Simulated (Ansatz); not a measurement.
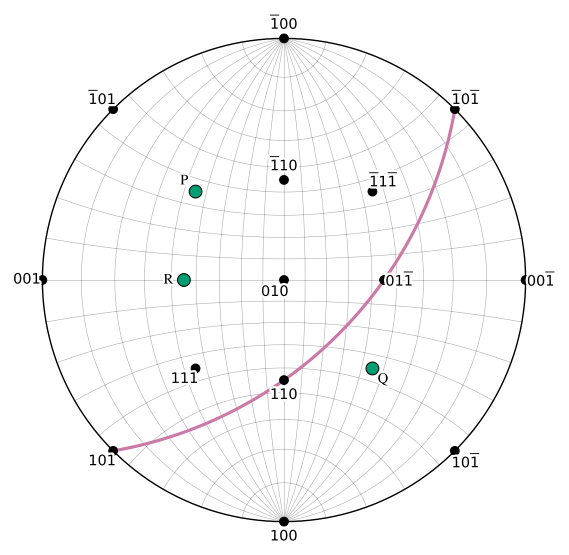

For SrB3, the end point of a relaxation with DFT PBE, scalar-relativistic, plane waves, PAW in Ansatz 0.2.0; the starting structure was generated, so it need not be a known form of this composition: stereographic projection of plane normals (upper hemisphere) centred on (0 1 0). All values are computed from the atomic coordinates in the standard setting (tolerance 0.002 Å).

a = 3.846 Å, b = 3.846 Å, c = 3.846 Å, α = 90.00°, β = 90.00°, γ = 90.00°.

Index the poles marked P, Q, R.

Answer. P is (−1 1 1), 54.7° from the centre; Q is (1 1 −1), 54.7° from the centre; R is (0 1 1), 45.0° from the centre.

Which zone does the coloured great circle trace?

Answer. The zone [1 −1 −1]: its poles satisfy h − k − l = 0.

What is the angle between the normals of (−1 1 0) and (0 1 −1), and what are their d_hkl = 1/|g|?

Answer. 60.0°; d = 2.719 Å and 2.719 Å.
